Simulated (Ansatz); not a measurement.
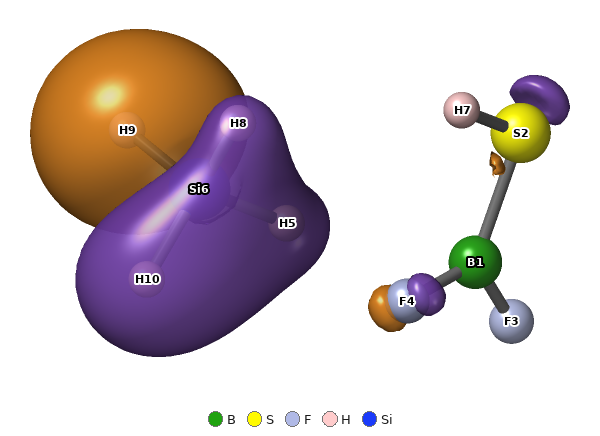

BF2HS···SiH4. The HOMO−1 at ±0.08 Å⁻³ᐟ² (orange and purple are the two phases), seen at a tilt.

The reactant side of a reaction path; geometry: PBE0-D4/def2-TZVP.

All numbers below come from RKS PBE0-D4/def2-TZVPP in Ansatz 0.2.0.

```xyz
10

B     0.7841   -1.6360   -0.7479
S     1.6226   -0.6095   -1.9655
F    -0.0545   -2.5659   -1.1572
F     0.9810   -1.5015    0.5509
H    -1.4884    0.1854   -0.1037
Si   -1.1247    1.2398    0.8777
H     2.2900    0.1135   -1.0522
H     0.2747    1.6730    0.6357
H    -2.0357    2.3996    0.7079
H    -1.2490    0.7014    2.2544
```

What is the character of this orbital?

Its weight (Hirshfeld) is mainly on Si6 (about 45 %), H9 (about 35 %) and H10 (about 15 %). Its energy is −9.91 eV.
